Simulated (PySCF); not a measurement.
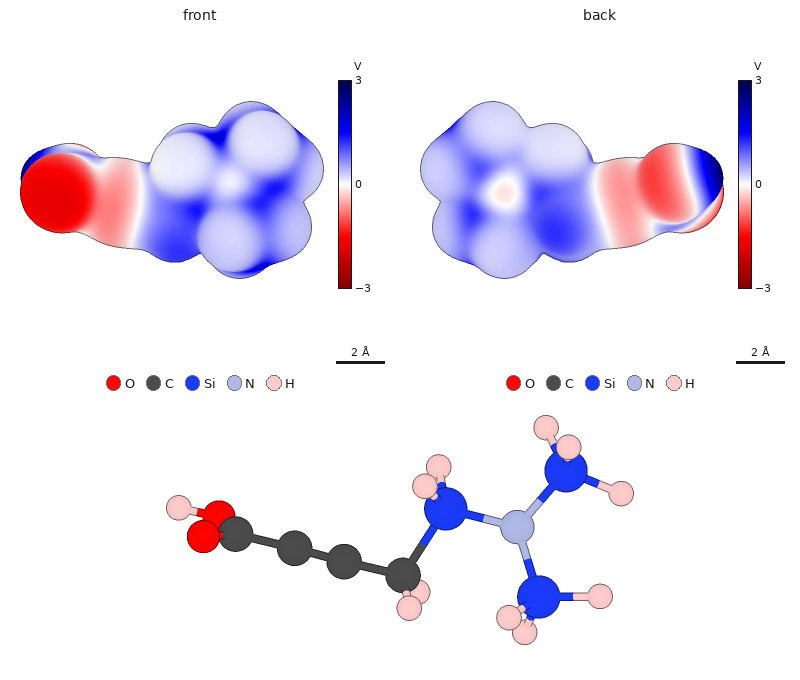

*C4H11NO2Si3 (SMILES O=C(O)C#CC[SiH2]N([SiH3])[SiH3]). The electrostatic potential painted on the density surface at 0.002 e/bohr³, seen from the front and from behind; red is negative and blue positive. The bare structure is drawn below in the same view.*

Geometry: GFN2-xTB.

Level of theory: PySCF, PBE0/pcSseg-1, SCF density, gas phase, non-relativistic.

```xyz
21

O     5.0844    0.2133   -1.4384
C     4.5379    0.2080   -0.3635
O     5.1589    0.5793    0.7721
C     3.1836   -0.1803   -0.1309
C     2.0411   -0.5368    0.0167
C     0.6791   -0.9124    0.2019
Si   -0.4461    0.6256    0.0322
N    -2.1003    0.1347    0.2494
Si   -2.6112   -1.5134   -0.0535
Si   -3.2698    1.4104    0.5061
H     6.0725    0.8345    0.5714
H     0.4040   -1.6587   -0.5428
H     0.5545   -1.3535    1.1910
H    -0.2491    1.2190   -1.2961
H    -0.0933    1.5752    1.0902
H    -4.0677   -1.5510    0.0159
H    -2.0208   -2.3718    0.9780
H    -2.1575   -1.9288   -1.3842
H    -2.6481    2.4068    1.3741
H    -3.6259    2.0086   -0.7827
H    -4.4349    0.8081    1.1472
```

### Describe the electrostatic potential map.

The most negative region (about −1.8 V) lies over O1, the most positive (about +2.5 V) over H11. O1 is the likeliest acceptor of a hydrogen bond.

### How polar is the molecule by this calculation?

Its dipole moment is 3.06 D.
